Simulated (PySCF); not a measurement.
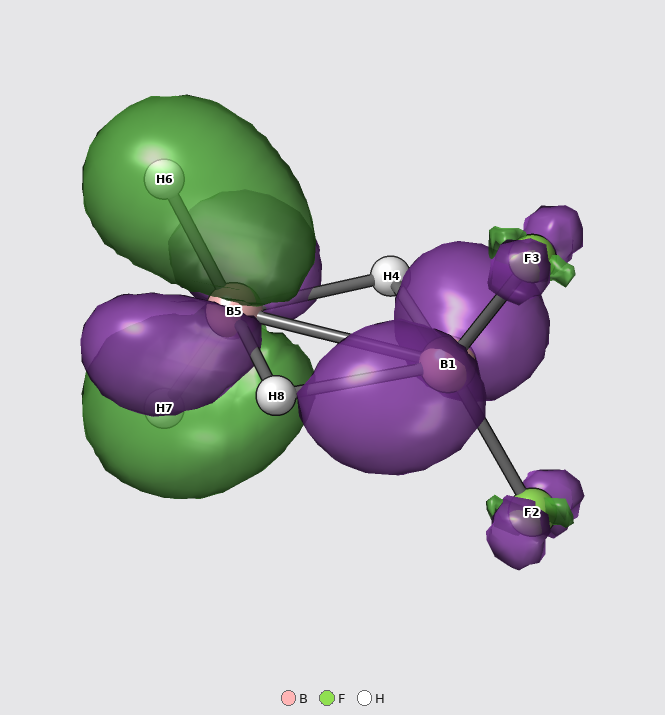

*Diborane 1,1-di F (B2F2H4). Unrelaxed difference density of S₁ less the ground state (TDA singlet states), ±0.05 e/Å³; purple: gain, green: loss.*

Level of theory: ωB97X/6-311+G** (PySCF), at a geometry from GFN2-xTB. No frequency check shows the geometry to be a minimum.

### How does the charge move on excitation?

0.77 e is displaced in all, of which about 0.4 e passes between atoms: H6 and H7 (0.17 e each) and B5 (0.04 e) lose electrons and B1 (0.20 e) and H4 and H8 (0.05 e each) gain them. The state: 8.61 eV (144 nm), f = 0.000 (dark); the leading pair carries 100 %; hole on B5 (41 %) and H6 and H7 (24 % each), electron on B5 (37 %), B1 (23 %) and H4, H6 and H8 (8 % each); their centroids lie 0.7 Å apart.
